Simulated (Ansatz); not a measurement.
**C₂H₇ClSi₂ (SMILES C=C[SiH2][SiH2]Cl): density, localisation and related maps**

Input file:

```
crystal:
  periodic: [false, false, false]
  atoms:
    - {symbol: C, position_ang: [-0.950390, 1.755099, 1.235733]}
    - {symbol: C, position_ang: [-0.704451, 1.148151, 0.077754]}
    - {symbol: Si, position_ang: [0.890147, 0.269143, -0.295268]}
    - {symbol: Si, position_ang: [0.468393, -2.015188, -0.593542]}
    - {symbol: Cl, position_ang: [-0.977506, -2.200304, -2.062905]}
    - {symbol: H, position_ang: [-1.898941, 2.244033, 1.439615]}
    - {symbol: H, position_ang: [-0.212118, 1.792221, 2.031829]}
    - {symbol: H, position_ang: [-1.484967, 1.141823, -0.681129]}
    - {symbol: H, position_ang: [1.511695, 0.779239, -1.548638]}
    - {symbol: H, position_ang: [1.839441, 0.458045, 0.837170]}
    - {symbol: H, position_ang: [-0.066932, -2.651678, 0.637243]}
    - {symbol: H, position_ang: [1.662731, -2.775788, -1.043763]}
basis:
  gaussian: {orbitals: def2-TZVPP}
hamiltonian: {xc: pbe0, dispersion: d4}
output: {orbitals: {seedname: orbitals}}
```

Launched as:

```sh
ansatz run in.yaml --threads 4 --pin off --events-out ev --progress --plain --max-ram 10444MiB
```

Geometry: PBE0-D4/def2-TZVP.

Computed with Ansatz 0.2.0, RKS PBE0-D4/def2-TZVPP.

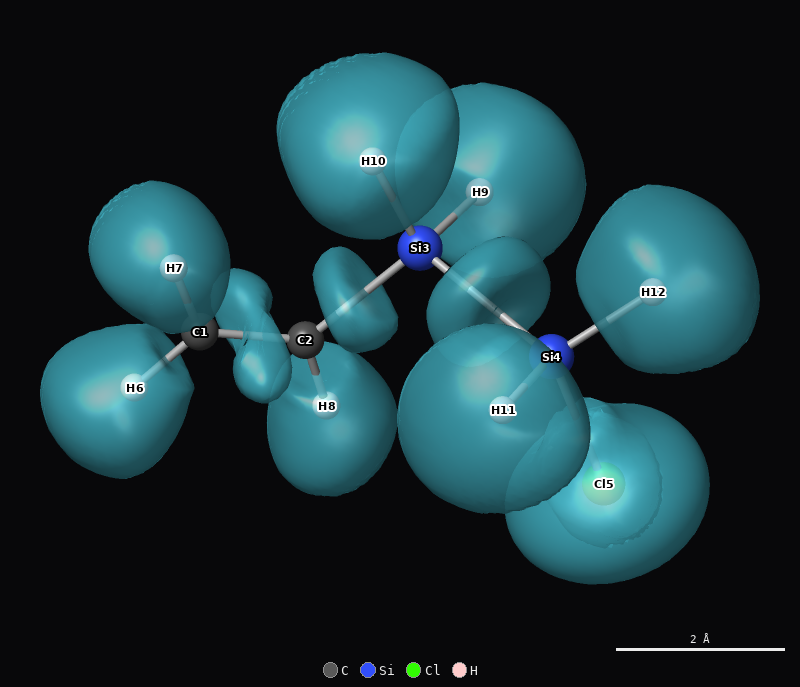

Figure 1. Isosurface of the ELF at 0.8 (cyan), seen at a tilt. Only the valence region is drawn (cores and ρ < 0.01 e/Å³ removed).

Q: What do the ELF domains correspond to?

A: At this value the surface marks out one region between bonded C–C atoms (shared pairs), one region between bonded C–Si atoms (shared pairs), one region between bonded Si–Si atoms (shared pairs), seven regions around hydrogen nuclei and one region on Cl in which the atom's valence shell and bonds are merged.


C–C (1.33 Å): the ELF peaks at about 0.95 between the atoms; a multiple bond. C–Si (1.86 Å): the ELF peaks at about 0.95 between the atoms: a shared electron pair.

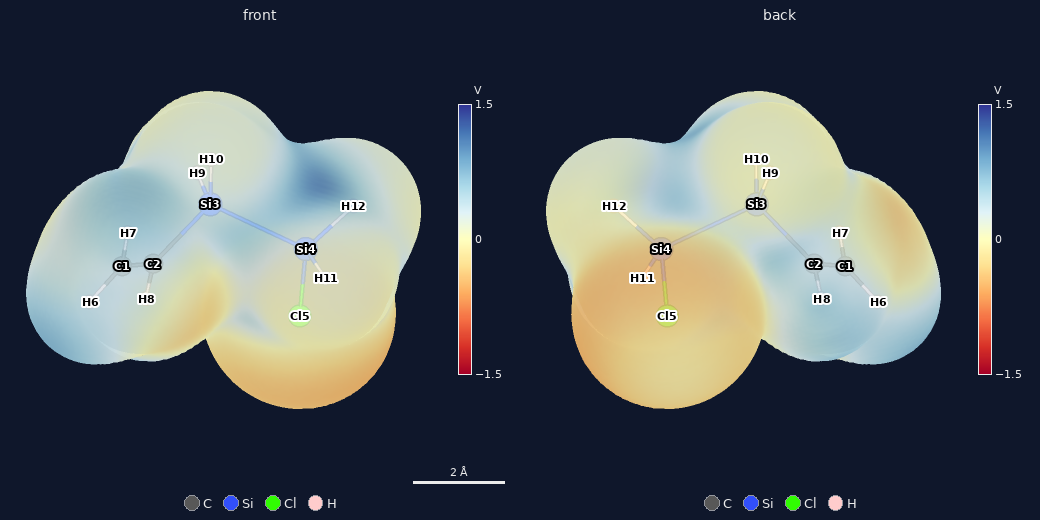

Figure 2. The molecular electrostatic potential painted on the density surface at 0.001 e/bohr³, seen from the front and from behind; red is negative and blue positive.

Q: Where is the surface potential most negative and most positive?

A: The most negative region (about −0.5 V) lies over Cl5, the most positive (about +1.0 V) over Si4.

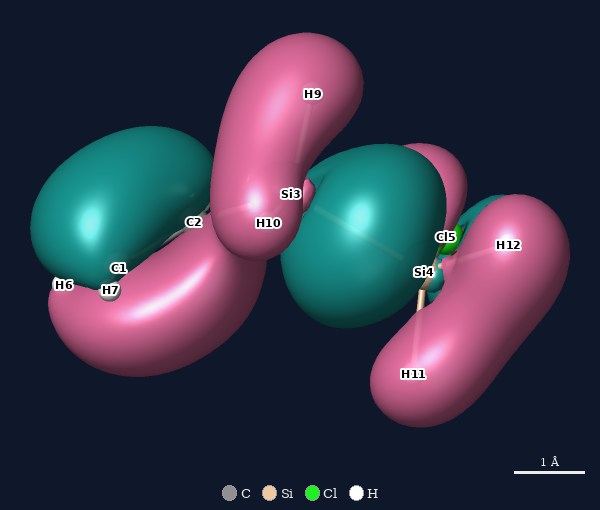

Figure 3. The HOMO at ±0.06 Å⁻³ᐟ² (teal and pink are the two phases), seen from one side.

Q: Where does this orbital lie, and at what energy?

A: It lies mainly on Si4 (about 20 %), Si3 (about 20 %), C1 (about 20 %), C2 (about 15 %) and Cl5 (about 15 %). Its energy is −7.67 eV.

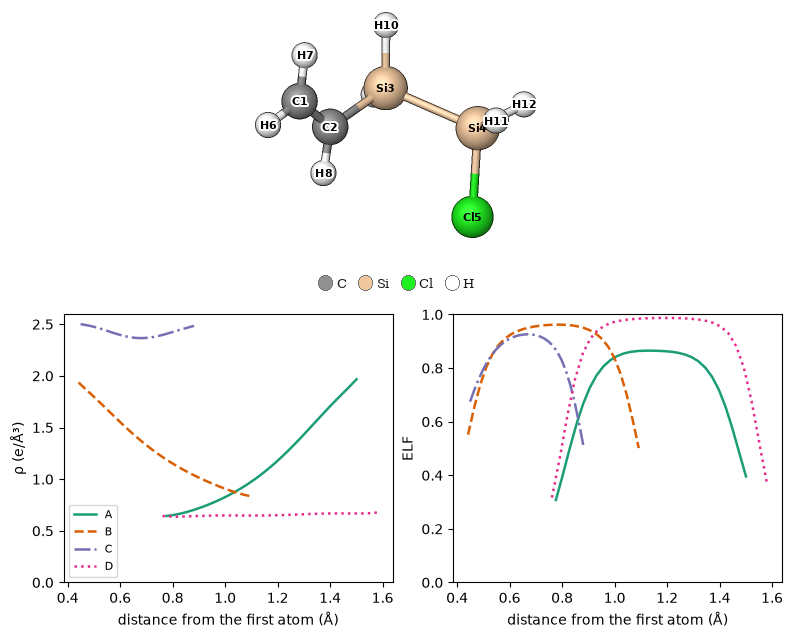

Figure 4. Total electron density and electron localisation function along straight lines between neighbouring atoms. The curves leave out the atomic cores. The structure is drawn too.

Q: Which curve belongs to which contact (C–C, C–Si, Si–Cl and Si–Si)? The first atom named is at distance zero.

A: Curve A: Si–Cl (2.07 Å): ρ at the midpoint is about 0.87 e/Å³; the ELF peaks at about 0.85 between the atoms; a polar covalent bond. Curve B: C–Si (1.86 Å): ρ is about 0.98 e/Å³ halfway; the ELF peaks at about 0.95 between the atoms; a covalent bond. Curve C: C–C (1.33 Å): the density is about 2.4 e/Å³ at the midpoint; the ELF peaks at about 0.95 between the atoms; a multiple bond. Curve D: Si–Si (2.34 Å): the density is about 0.65 e/Å³ at the midpoint; the ELF peaks at about 1 between the atoms, as expected for a covalent bond.
